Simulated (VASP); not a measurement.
Band structure of HfO$_{2}$ (space group Fm-3m). All values below come from PBE GGA, VASP's PBE PAW potentials (set 64) (plane waves; VASP).

Unless said otherwise, spin-orbit coupling is left out, though it shifts the bands of the heavy elements here.

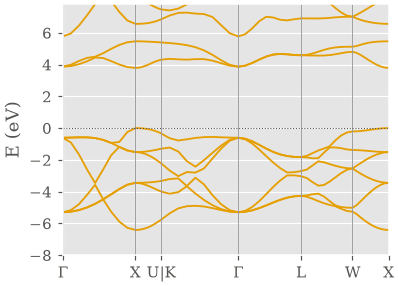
Bands along high-symmetry lines, zero at the valence-band maximum or, without a gap, the Fermi level

Question: Read the plot: is there a gap, and where are the band edges?

Answer: The gap is direct, 3.79 eV, from the valence maximum at X to the conduction minimum at X.

The structure is a typed HfO2 crystal (Fm-3m). The cell was not relaxed at this level.
